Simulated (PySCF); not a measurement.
C4H8SSi2

Input file:

```
{"job": {"kind": "nmr", "xc": "PBE0", "basis": "pcSseg-1"}, "charge": 0, "multiplicity": 1}
Si    -1.486400     1.605382    -0.628469
C     -0.676494     0.008632    -0.072968
C      0.609141    -0.386121     0.175014
Si     2.304202     0.412008     0.111651
C      0.187129    -1.728129     0.529694
S      0.929232    -3.081818     1.005444
C     -1.264991    -1.351119     0.270182
H     -2.928163     1.362800    -0.704550
H     -0.954483     1.962622    -1.944092
H     -1.191095     2.644495     0.358597
H      2.112055     1.797805    -0.320581
H      2.887920     0.357331     1.451230
H      3.125496    -0.326821    -0.847029
H     -1.914771    -1.383549     1.144998
H     -1.743190    -1.885531    -0.551033
```

Launched as:

```sh
OMP_NUM_THREADS=1 python probes_run.py task.json out
```

Geometry: GFN2-xTB.

Theory: PBE0/pcSseg-1, SCF density, gas phase, non-relativistic in PySCF 2.14.0.

### What will maps of the electron density and electron localisation function show?

C–C (1.37 Å): the density is about 2.2 e/Å³ at the midpoint; the ELF peaks at about 0.95 between the atoms; localised, covalent bonding.
C–S (1.62 Å): ρ is about 1.6 e/Å³ halfway; the ELF peaks at about 0.90 between the atoms (a covalent bond).
C–Si (1.87 Å): ρ is about 0.94 e/Å³ halfway; the ELF peaks at about 1 between the atoms; a covalent bond.
C–C (1.45 Å): ρ at the midpoint is about 1.9 e/Å³; the ELF peaks at about 0.95 between the atoms; a covalent bond.

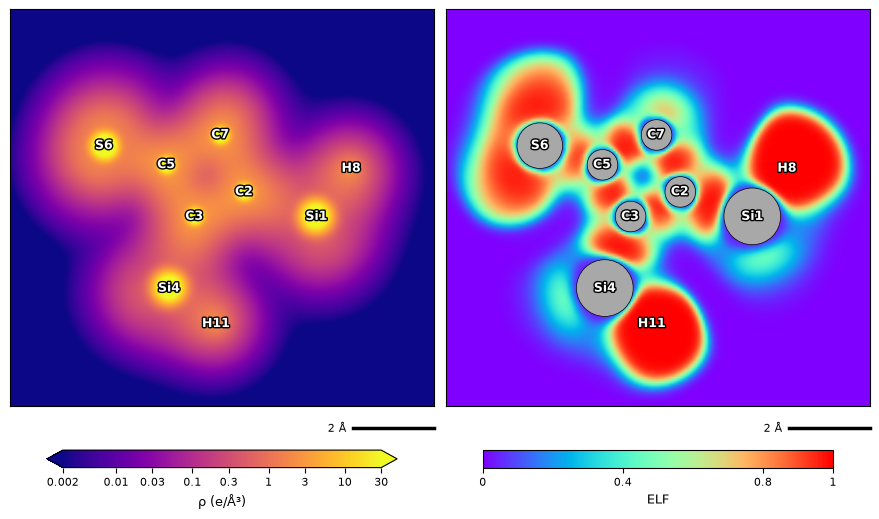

Computed electron density and electron localisation function on the plane of atoms C2, C3 and C5, in this order. Grey discs cover the atomic cores in the ELF map. 
